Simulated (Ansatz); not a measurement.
# One shape, several levels: triplet C6H6

Wanted: a comparison of 6 runs (UHF/STO-3G, UB3LYP/def2-SVP, UPBE/def2-SVP, UPBE0/def2-SVP, UMP2/def2-SVP, UCCSD(T)/def2-SVP) of triplet C6H6. 

The calculation is run with Ansatz 0.2.0.

17 further runs of the same task are left out: 17 set aside as unsound or not needed.

## 1. The system as given

The species is C6H6 (12 atoms), meant as a triplet with charge 0. SMILES of the parent species: `C=C1C=CC=C1`. The shape is that of a PBE0-D4/def2-TZVP optimisation. That shape belongs to the parent species and isn't relaxed for this state.

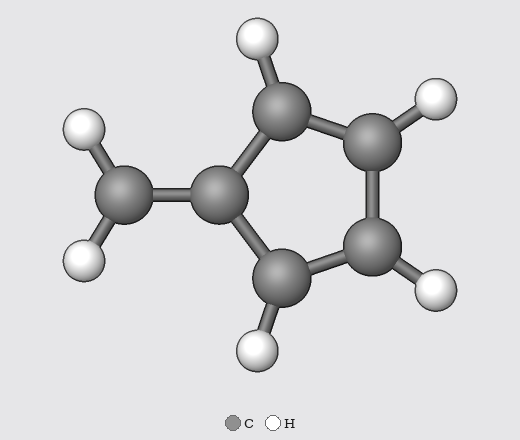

Viewed from a chosen angle; carbon grey, hydrogen white.

## 2. A single-point energy at UHF/STO-3G (run 1)

job.yaml reads:

```yaml
crystal:
  periodic: [false, false, false]
  atoms:
    - {symbol: C, position_ang: [-0.818100, -1.597600, 0.906600]}
    - {symbol: C, position_ang: [-0.269900, -0.537800, 0.305500]}
    - {symbol: C, position_ang: [0.652900, 0.430400, 0.902600]}
    - {symbol: C, position_ang: [0.964800, 1.337500, -0.041700]}
    - {symbol: C, position_ang: [0.261500, 0.997400, -1.282700]}
    - {symbol: C, position_ang: [-0.471600, -0.113400, -1.081700]}
    - {symbol: H, position_ang: [-1.493400, -2.259800, 0.376500]}
    - {symbol: H, position_ang: [-0.605400, -1.830200, 1.944100]}
    - {symbol: H, position_ang: [1.002400, 0.394600, 1.924400]}
    - {symbol: H, position_ang: [1.624900, 2.186300, 0.076600]}
    - {symbol: H, position_ang: [0.333200, 1.561600, -2.202900]}
    - {symbol: H, position_ang: [-1.104400, -0.624200, -1.793300]}
basis:
  gaussian:
    orbitals: STO-3G
magnetization:
  spin_polarized: true
  initial_magnetization: 2
hamiltonian:
  xc: hf
accuracy: high
output: {orbitals: {seedname: orbitals}}
```

Launch:

```
$ ansatz run job.yaml --threads 1 --pin off --max-ram 3480MiB --events-out events.jsonl --progress --plain --runs-dir runs
```

Output:

```text
Warning: RAYON_NUM_THREADS=1 ignored (pool sized by the plan → 1); use --threads N
Functional definition: HF
  name "HF"
  exchange = exact_x
  correlation = 0
783 factors; integrals over basis functions are off by at most 2.0e-9 eV
mean field evaluation 1: about -6194.9040 eV, gradient 1.4e1 eV
mean field evaluation 2: about -6195.1582 eV, gradient 1.4e1 eV
mean field evaluation 4: about -6197.3128 eV, gradient 3.2e0 eV
mean field evaluation 8: about -6197.7248 eV, gradient 2.0e-1 eV
mean field evaluation 16: about -6197.7256 eV, gradient 6.1e-4 eV
mean field evaluation 32: about -6192.4359 eV, gradient 1.8e1 eV
mean field evaluation 64: about -6195.1586 eV, gradient 1.4e1 eV
mean field -6198.20438158 eV, -227.7798097292 hartree, gradient 2.5e-8 eV, S^2 2.534775; 4 other end points of the search recorded, 0 dependent functions left out
reference -6198.20438158 eV, -227.7798097292 hartree; 22, 20 occupied and 14, 16 virtual orbitals, 783 factors
Total energy: -6198.20438158 eV, -227.7798097292 hartree
```

Run time: 1.9 s. Hardware: 1 thread of Arm Neoverse V2, shared host; peak memory 0.092 GiB.

## 3. A single-point energy at UB3LYP/def2-SVP (run 2)

in.yaml reads:

```yaml
crystal:
  periodic: [false, false, false]
  atoms:
    - {symbol: C, position_ang: [-0.818100, -1.597600, 0.906600]}
    - {symbol: C, position_ang: [-0.269900, -0.537800, 0.305500]}
    - {symbol: C, position_ang: [0.652900, 0.430400, 0.902600]}
    - {symbol: C, position_ang: [0.964800, 1.337500, -0.041700]}
    - {symbol: C, position_ang: [0.261500, 0.997400, -1.282700]}
    - {symbol: C, position_ang: [-0.471600, -0.113400, -1.081700]}
    - {symbol: H, position_ang: [-1.493400, -2.259800, 0.376500]}
    - {symbol: H, position_ang: [-0.605400, -1.830200, 1.944100]}
    - {symbol: H, position_ang: [1.002400, 0.394600, 1.924400]}
    - {symbol: H, position_ang: [1.624900, 2.186300, 0.076600]}
    - {symbol: H, position_ang: [0.333200, 1.561600, -2.202900]}
    - {symbol: H, position_ang: [-1.104400, -0.624200, -1.793300]}
basis:
  gaussian: {orbitals: def2-SVP}
magnetization: {spin_polarized: true, initial_magnetization: 2}
hamiltonian: {xc: {name: B3LYP}}
accuracy: high
output: {orbitals: {seedname: orbitals}}
```

Launch:

```
$ ansatz run in.yaml --threads 1 --pin off --max-ram 3480MiB --events-out events.jsonl --progress --plain --runs-dir runs
```

Output:

```text
Warning: RAYON_NUM_THREADS=1 ignored (pool sized by the plan → 1); use --threads N
Functional definition: B3LYP
  name "B3LYP"
  parameter a0 = 0.2
  parameter ax = 0.72
  parameter ac = 0.81
  exchange = (1 - a0 - ax)*slater_x + ax*b88_x + a0*exact_x
  correlation = (1 - ac)*vwn_rpa_c + ac*lyp_c
2799 factors; integrals over basis functions are off by at most 9.0e-9 eV
mean field evaluation 1: about -6303.0226 eV, gradient 3.8e1 eV
mean field evaluation 2: about -6301.7836 eV, gradient 4.1e1 eV
mean field evaluation 4: about -6311.0807 eV, gradient 2.7e0 eV
mean field evaluation 8: about -6311.3802 eV, gradient 4.3e-1 eV
mean field evaluation 16: about -6311.3816 eV, gradient 9.5e-4 eV
mean field evaluation 32: about -6311.3816 eV, gradient 4.4e-8 eV
mean field -6311.38158952 eV, -231.9389954068 hartree, gradient 4.4e-8 eV, S^2 2.020217; 2 other end points of the search recorded, 0 dependent functions left out
reference -6311.38163552 eV, -231.9389970971 hartree; 22, 20 occupied and 92, 94 virtual orbitals, 2799 factors
Total energy: -6311.38163552 eV, -231.9389970971 hartree
```

Run time: 22 s. Hardware: 1 thread of Arm Neoverse V2, shared host; peak memory 0.61 GiB.

Runs 3 to 5 aren't shown in full; the table further down has their settings and results.

## 4. A single-point energy at UCCSD(T)/def2-SVP (run 6)

Changes to job.yaml since step 2:

```diff
@@ -17,3 +17,8 @@
   gaussian:
-    orbitals: STO-3G
+    orbitals: def2-SVP
+scf:
+  omitted_lower_state_checks: [cluster_reference, increment]
+correlation:
+  method: ccsd_t
+  frozen_orbitals: {C: 1, H: 0}
 magnetization:
@@ -21,5 +26,2 @@
   initial_magnetization: 2
-hamiltonian:
-  xc: hf
 accuracy: high
-output: {orbitals: {seedname: orbitals}}
```

Launch:

```
$ ansatz run job.yaml --threads 1 --pin off --max-ram 3480MiB --events-out events.jsonl --progress --plain --runs-dir runs
```

Output (excerpt; [...] marks lines left out):

```text
Warning: RAYON_NUM_THREADS=1 ignored (pool sized by the plan → 1); use --threads N
[... 2 set-up lines as earlier in the session ...]
[...]
2799 factors; integrals over basis functions are off by at most 9.0e-9 eV
[...]
mean field -6270.04481839 eV, -230.4198970867 hartree, gradient 2.3e-8 eV, S^2 2.309119; 3 other end points of the search recorded, 0 dependent functions left out
6 core orbitals not correlated: weight in the atoms' cores, before any rotation towards them, 1.000 or more for the frozen orbitals, at most 0.000 for the correlated occupied ones
reference -6270.04481839 eV, -230.4198970867 hartree; 16, 14 occupied and 92, 94 virtual orbitals, 2799 factors
second order -19.42190842 eV of doubles, -0.00000000 eV of singles
cycle   1  -20.38097879 eV  change   -9.6e-1 eV  update   1.3e-1
[...]
cycle  31  -21.43772700 eV  change    2.1e-9 eV  update   1.3e-9
perturbative correction -0.87947194 eV, -0.0323199976 hartree
Total energy: -6292.36201733 eV, -231.2400390207 hartree
Checks for a lower state left out: cluster_reference, increment
```

Wall time 5.7 min (1 thread of Arm Neoverse V2, shared host); peak memory 2.6 GiB.

## 5. Overview of the runs

| run | level | frozen core orbitals | energy (Eh) | HOMO energy (eV) | ⟨S²⟩ | wall time |
| --- | --- | --- | --- | --- | --- | --- |
| 1 | UHF/STO-3G | – | -227.779810 | -5.38 | 2.535 | 1.9 s |
| 2 | UB3LYP/def2-SVP | – | -231.938997 | -3.77 | 2.020 | 22 s |
| 3 | UPBE/def2-SVP | – | -231.628121 | -3.06 | 2.011 | 19 s |
| 4 | UPBE0/def2-SVP | – | -231.658970 | -4.07 | 2.027 | 27 s |
| 5 | UMP2/def2-SVP | 6 | -231.133639 | – | 2.309 | 16 s |
| 6 | UCCSD(T)/def2-SVP | 6 | -231.240039 | – | 2.309 | 5.7 min |

## 6. Results

| quantity | value |
| --- | --- |
| run 6: total energy | -231.24004 Eh |
| run 6: correlation energy (6 core orbitals frozen) | -820.1 mEh |
| run 6: (T) correction | -32.32 mEh |
| run 6: ⟨S²⟩ of the reference determinant | 2.309 |
| run 6: T1 diagnostic | 0.044 |

In words: Totals of different functionals can't be ranked against each other. In run 1 the basis is minimal, so the values are rough. Spin contamination of the reference: run 1 ⟨S²⟩ = 2.53, run 5 ⟨S²⟩ = 2.31, run 6 ⟨S²⟩ = 2.31. All runs together took 7.2 min, the longest 5.7 min.
